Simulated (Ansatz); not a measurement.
# Frequency calculation, with input and output: AlSiH$_{5}$O$_{2}$

AlSiH$_{5}$O$_{2}$, computed with RKS PBE0-D4/def2-SVP (Ansatz 0.2.0).

It belongs to a series of runs on one base structure; here: vibrations at the highest image of the band.

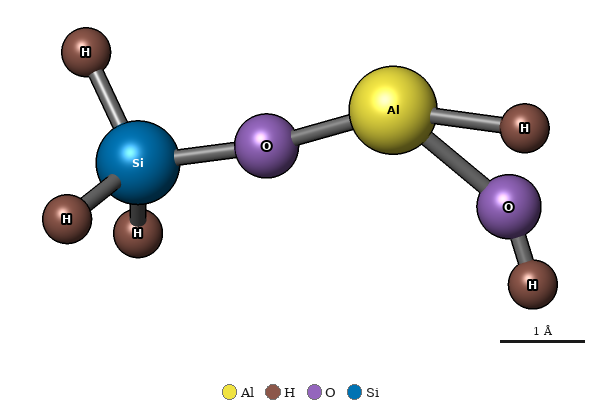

*The structure as given in the input (ball-and-stick view, seen at a tilt). Sticks mark near contacts.*

Bond lengths as drawn: Al–H 1.72 Å, Al–O 1.71 to 1.83 Å, H–O 0.97 Å, H–Si 1.50 Å and O–Si 1.65 Å.

## Input file
```yaml
crystal:
  periodic: [false, false, false]
  atoms:
    - { symbol: Al, position_ang: [-0.079432, 0.026361, 0.785872] }
    - { symbol: H, position_ang: [1.506715, 0.291093, 1.39397] }
    - { symbol: O, position_ang: [1.609175, -0.076896, 0.100969] }
    - { symbol: H, position_ang: [2.271308, -0.643981, -0.332635] }
    - { symbol: O, position_ang: [-1.32809, -0.697688, -0.123022] }
    - { symbol: Si, position_ang: [-2.682334, -1.306271, -0.839023] }
    - { symbol: H, position_ang: [-2.96952, -2.680664, -0.324445] }
    - { symbol: H, position_ang: [-3.866776, -0.43823, -0.555383] }
    - { symbol: H, position_ang: [-2.498849, -1.385925, -2.320701] }
basis:
  gaussian: { orbitals: def2-SVP }
hamiltonian:
  xc: pbe0
  dispersion: d4
phonons: {}
```

Machine: 2 threads of Arm Neoverse V2, 24 GiB of memory available, shared host.

Run as:
```bash
ansatz run input.yaml --threads 2 --pin off --max-ram 3072MiB --backend cpu --events-out ev --progress --plain --runs-dir out
```

## The program's output
```
Engine: ansatz 0.2.0, aarch64-unknown-linux-gnu
Functional definition: PBE0
  parameter a = 0.25
  parameter kappa = 0.804
  parameter beta = 0.06672455060314922
  exchange = (1 - a)*pbe_x(kappa = kappa, mu = beta*pi^2/3) + a*exact_x
  correlation = pbe_c(beta = beta)
894 factors; integrals over basis functions are off by at most 3.0e-4 eV
mean field evaluation 1: about -18623.4281 eV, gradient 6.9e1 eV
mean field evaluation 2: about -18596.0500 eV, gradient 1.3e2 eV
mean field evaluation 4: about -18631.8491 eV, gradient 9.5e0 eV
mean field evaluation 8: about -18632.0243 eV, gradient 2.1e-1 eV
mean field evaluation 16: about -18632.0244 eV, gradient 1.8e-5 eV
mean field -18632.02438463 eV, -684.7142668954 hartree, gradient 1.8e-5 eV, S^2 0.000000; 0 other end points of the search recorded, 0 dependent functions left out
the calculation of the forces begins
reference -18632.02441744 eV, -684.7142681013 hartree; 24, 24 occupied and 65, 65 virtual orbitals, 894 factors
these checks for a lower state are left out or cut short: stability, starts, cluster_reference, orbital_swaps, neighbouring_geometries, increment
894 factors; integrals over basis functions are off by at most 3.0e-4 eV
mean field -18632.02437617 eV, -684.7142665844 hartree, gradient 1.5e-6 eV, S^2 0.000000; 0 other end points of the search recorded, 0 dependent functions left out
[... from here on the field's lines of each further geometry are left out, up to the last ...]
the calculation of the forces begins
reference -18632.02436130 eV, -684.7142660381 hartree; 24, 24 occupied and 65, 65 virtual orbitals, 894 factors
these checks for a lower state are left out or cut short: stability, starts, cluster_reference, orbital_swaps, neighbouring_geometries, increment
894 factors; integrals over basis functions are off by at most 3.0e-4 eV
mean field -18632.02433132 eV, -684.7142649363 hartree, gradient 1.4e-6 eV, S^2 0.000000; 0 other end points of the search recorded, 0 dependent functions left out
the calculation of the forces begins
reference -18632.02436414 eV, -684.7142661423 hartree; 24, 24 occupied and 65, 65 virtual orbitals, 894 factors
WARN: phonons: modes at or below zero, which the zero-point energy, F, S and C_V leave out: 2, the lowest at -1451.51 cm⁻¹. A minimum has none, and a first-order saddle one
Total energy: -18632.15398895 eV, -684.7190297664 hartree
Atom 0 at    -0.079432     0.026361     0.785872 Å, force     0.004226    -0.001145    -0.004801 eV/Å
Atom 1 at     1.506715     0.291093     1.393970 Å, force     0.003849     0.001314    -0.006349 eV/Å
Atom 2 at     1.609175    -0.076896     0.100969 Å, force    -0.005021    -0.006741     0.006103 eV/Å
Atom 3 at     2.271308    -0.643981    -0.332635 Å, force     0.002131     0.003771    -0.001393 eV/Å
Atom 4 at    -1.328090    -0.697688    -0.123022 Å, force    -0.011364     0.005397     0.013847 eV/Å
Atom 5 at    -2.682334    -1.306271    -0.839023 Å, force     0.004295    -0.003679    -0.003261 eV/Å
Atom 6 at    -2.969520    -2.680664    -0.324445 Å, force     0.000467    -0.000433    -0.001599 eV/Å
Atom 7 at    -3.866776    -0.438230    -0.555383 Å, force     0.000122     0.000384    -0.002265 eV/Å
Atom 8 at    -2.498849    -1.385925    -2.320701 Å, force     0.001295     0.001131    -0.000283 eV/Å
Dipole moment:     0.308553    -0.184279    -0.132337 e Å
Vibrations: -1451.51 -8.71 54.70 85.84 162.82 226.36 303.54 534.83 647.31 734.90 737.14 772.82 952.38 953.88 998.34 1109.78 1714.11 2223.93 2224.74 2230.42 3715.31 cm⁻¹, zero-point energy 1.263595 eV
```

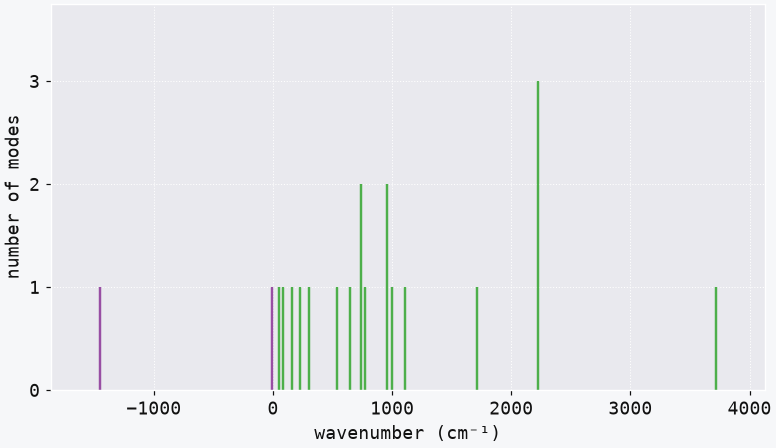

*Harmonic vibrational wavenumbers from the force constants; neighbouring modes closer than 23 cm⁻¹ are counted in one stick, and imaginary ones are drawn at negative wavenumbers.*

21 modes from 1452i to 3715 cm⁻¹, 2 imaginary beyond 8i (1452i, 8i cm⁻¹): not a minimum.

## Summary

- outcome: converged
- total energy: −18632.1540 eV
- mean-field energy: −18632.0244 eV
- largest force (length of the vector): 0.019 eV/Å
- wall time: 53 s (CPU time 1.7 min)
- peak memory: 0.17 GiB
